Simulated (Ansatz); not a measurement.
# Calculations on Si$_{2}$NH$_{9}$

Part 1: Relaxation

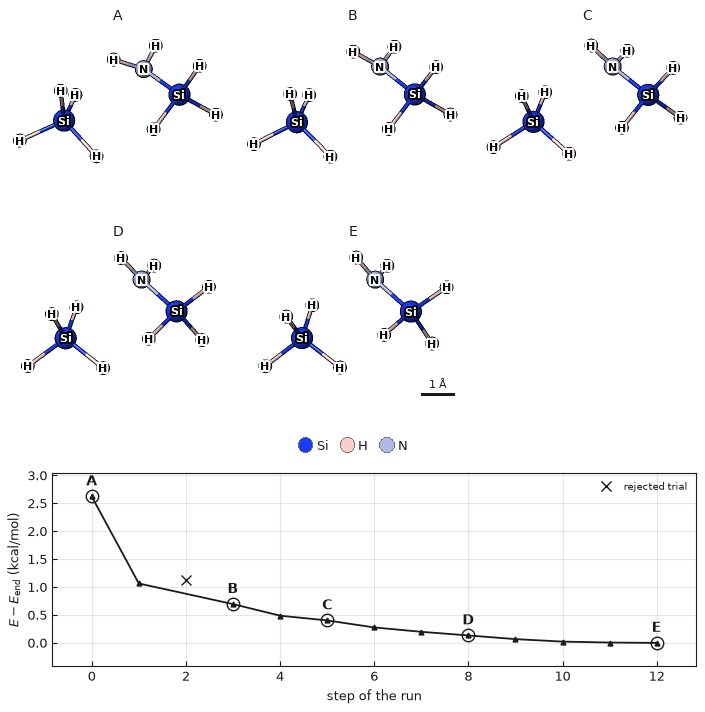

Frames of a relaxation of Si$_{2}$NH$_{9}$, marked on the history of the run. Style: ball-and-stick. Shown from a free direction.

The run prepares an end point of a later path (reaction) calculation, from a guessed geometry.

Theory: RKS PBE0-D4/6-31G* in Ansatz.

Input file:
```yaml
crystal:
  periodic: [false, false, false]
  atoms:
    - { symbol: Si, position_ang: [0.395306, 0.051071, -0.17546] }
    - { symbol: H, position_ang: [0.330377, -0.579449, 1.157114] }
    - { symbol: H, position_ang: [1.81942, 0.003349, -0.623819] }
    - { symbol: H, position_ang: [-0.050529, 1.472304, -0.131731] }
    - { symbol: H, position_ang: [-0.410573, -0.746153, -1.143238] }
    - { symbol: "N", position_ang: [-2.263907, -0.187104, 1.239857] }
    - { symbol: H, position_ang: [-2.966303, -0.798125, 0.840129] }
    - { symbol: Si, position_ang: [-2.778528, 1.165858, 2.205472] }
    - { symbol: H, position_ang: [-3.502306, 0.835992, 3.475182] }
    - { symbol: H, position_ang: [-1.549184, 1.920222, 2.575107] }
    - { symbol: H, position_ang: [-3.684689, 2.008807, 1.376508] }
    - { symbol: H, position_ang: [-1.478884, -0.746672, 1.612278] }
basis:
  gaussian: { orbitals: "6-31G*" }
hamiltonian:
  xc: pbe0
  dispersion: d4
relax:
  f_tol: 0.03
  max_steps: 50
```

Launched with:
```bash
ansatz run input.yaml --threads 1 --pin off --max-ram 2048MiB --backend cpu --events-out ev --progress --plain --runs-dir out
```

Q: Describe the path.

A: After 11 accepted moves (12 points after the start) the energy has fallen by 2.62 kcal/mol. The largest force component goes from 0.9 to 0.03 eV/Å. The line search rejected the trial step at point 2 of the run. The atom that moves furthest after the best rigid fit is H11 (0.71 Å). By element the largest moves are H 0.71 Å, N 0.24 Å, Si 0.11 Å. Near-neighbour distances that change, for instance: N6–H12 1.033 → 1.013 Å, Si1–H2 1.476 → 1.487 Å, Si1–H4 1.490 → 1.486 Å. Cost: 39 s on 1 thread of Arm Neoverse V2, on a shared host, peak memory 0.14 GiB. From step 0 to 3: H12 moves most (0.28 Å), energy −1.93 kcal/mol. From step 3 to 5: H12 moves most (0.22 Å), energy −0.29 kcal/mol. From step 5 to 8: H11 moves most (0.33 Å), energy −0.27 kcal/mol. From step 8 to 12: H11 moves most (0.19 Å), energy −0.13 kcal/mol.

```
step  E − E(0), kcal/mol  largest force component, eV/Å      note
   0                0.00                         0.9037          
   1               -1.56                         0.3555          
   2               -1.50                         0.8360  rejected
   3               -1.93                         0.1305          
   4               -2.14                         0.0890          
   5               -2.22                         0.2027          
   6               -2.35                         0.2792          
   7               -2.42                         0.0515          
   8               -2.49                         0.1217          
   9               -2.56                         0.0943          
  10               -2.60                         0.0206          
  11               -2.62                         0.0340          
  12               -2.62                         0.0299
```

Part 2: Relaxation

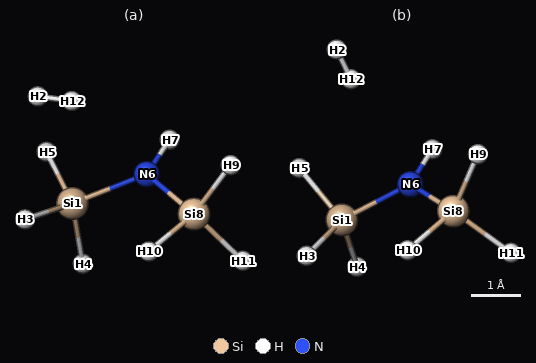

The structure of Si2NH9 before (left) and after (right) a relaxation, at one scale.

The picture is a ball-and-stick view, seen at a tilt.

The run prepares an end point of a later path (reaction) calculation, from a guessed geometry.

The calculation used Ansatz, RKS PBE0-D4/6-31G*.

Input file:
```yaml
crystal:
  periodic: [false, false, false]
  atoms:
    - { symbol: Si, position_ang: [-0.51446, 0.272826, -0.16088] }
    - { symbol: H, position_ang: [0.4015, -1.380357, 1.726809] }
    - { symbol: H, position_ang: [0.644698, 0.869663, 0.549361] }
    - { symbol: H, position_ang: [-0.852739, 1.17042, -1.303936] }
    - { symbol: H, position_ang: [-0.17181, -1.06709, -0.708471] }
    - { symbol: "N", position_ang: [-1.88876, 0.076363, 0.964407] }
    - { symbol: H, position_ang: [-2.460841, -0.741638, 0.783431] }
    - { symbol: Si, position_ang: [-2.609945, 1.321543, 1.935419] }
    - { symbol: H, position_ang: [-3.213779, 0.71282, 3.155039] }
    - { symbol: H, position_ang: [-1.524774, 2.26615, 2.318686] }
    - { symbol: H, position_ang: [-3.683129, 2.105451, 1.252371] }
    - { symbol: H, position_ang: [-0.26576, -1.206051, 1.895164] }
basis:
  gaussian: { orbitals: "6-31G*" }
hamiltonian:
  xc: pbe0
  dispersion: d4
relax:
  f_tol: 0.03
  max_steps: 50
output:
  orbitals: {}
```

Launched with:
```bash
ansatz run input.yaml --threads 1 --pin off --max-ram 2048MiB --backend cpu --events-out ev --progress --plain --runs-dir out
```

### Summarise the run.

After 18 accepted moves (19 points after the start) the energy has fallen by 21.4 kJ/mol. Largest force component: 1.5 eV/Å at the start, 0.016 eV/Å at the end. The line search rejected the trial step at point 7 of the run. The forces were under the threshold at step 15, but the run went on from there. The atom that moves furthest after the best rigid fit is H2 (1.35 Å). By element the largest moves are H 1.35 Å, Si 0.39 Å, N 0.30 Å. Some distances before and after: Si1–N6 1.787 → 1.739 Å, H2–H12 0.710 → 0.745 Å. Bond angles that change, for instance: H3–Si1–N6 110.1° → 107.5°, H4–Si1–N6 112.0° → 114.1°. Groups turn about Si1–N6 by about 25°.

Limits of the set-up: the start holds two separate molecules, 2.3 Å apart at their closest, whose relative position is a soft coordinate.

Part 3: Path

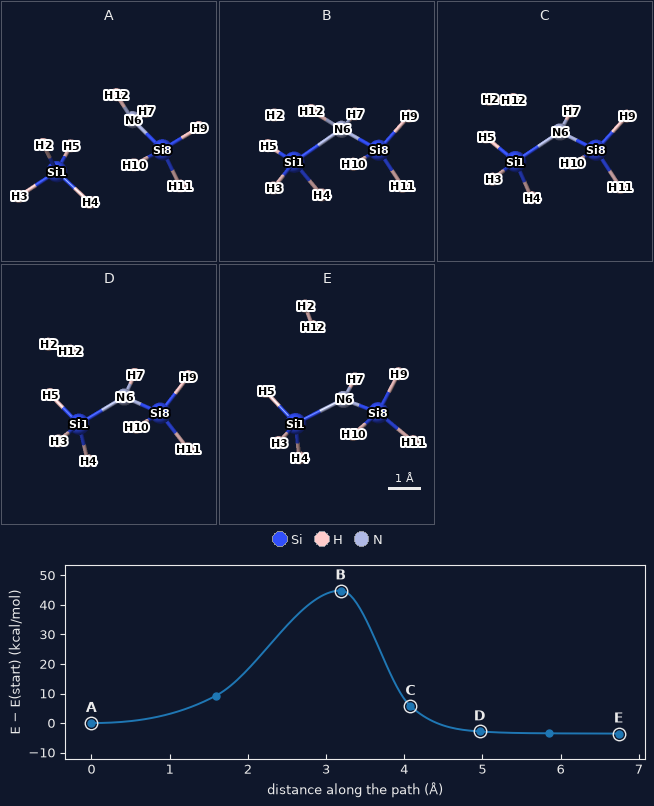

A nudged-elastic-band calculation for Si2NH9, made up at the start of SiH₄ and SiNH5. Images are numbered from 0 (start) to 6 (end). Frames A to E are images 0, 2, 3, 4, 6. The picture is a ball-and-stick view, seen at a tilt.

All numbers below come from RKS PBE0-D4/6-31G* in Ansatz 0.2.0. Settings: 5 movable images; climbing image; force threshold 0.05 eV/Å; iteration limit 60; starting path through a guess of the saddle point.

Q: Describe the mechanism and the energy profile.

A: The energy climbs by 44.9 kcal/mol to image 2 and then falls by 48.4 kcal/mol, so the end point sits at −3.6 kcal/mol. Breaking: N6–H12 (1.01 → 1.21 at the top → 2.76 Å), Si1–H2 (1.49 → 1.88 at the top → 4.16 Å). Forming: H2–H12 (2.80 → 1.17 at the top → 0.75 Å), Si1–N6 (3.04 → 1.91 at the top → 1.74 Å). The band converged in 25 iterations, with a climbing image at the top. At the top, the vibrational analysis gives one imaginary mode (1436i cm⁻¹), as a transition state must have.

Limits of the set-up: the start holds two separate molecules, 2.8 Å apart at their closest, whose relative position is a soft coordinate.

Cost: 6.3 min on 1 thread of Arm Neoverse V2, with other jobs on the host, peak memory 0.14 GiB.
